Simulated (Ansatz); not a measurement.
# CsAuF4, pressure series

The parent structure is CsAuF$_{4}$ (space group Immm, No. 71; a = 5.495 Å, b = 6.701 Å, c = 12.463 Å; a cell from a computed database, its experimental status unchecked).

Cell and atoms are relaxed at each pressure.

Calculations: PBEsol/PAW in Ansatz (a program for electronic structure), no spin-orbit coupling.

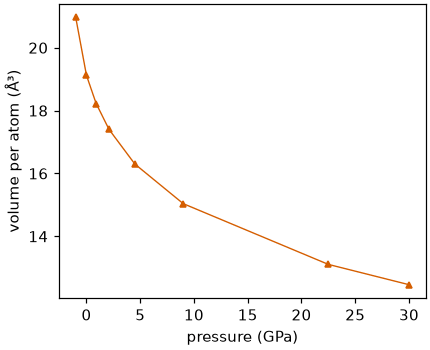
Figure: Volume per atom against pressure

```tsv
pressure (GPa)	volume per atom
-1	20.97 Å³
0.9	18.23 Å³
2.1	17.40 Å³
4.5	16.30 Å³
9	15.04 Å³
22.5	13.11 Å³
30	12.46 Å³
```

Load acts through the strain it causes; cell and atoms are relaxed under it. No phonon test of stability was made. No other phases were tried under pressure.
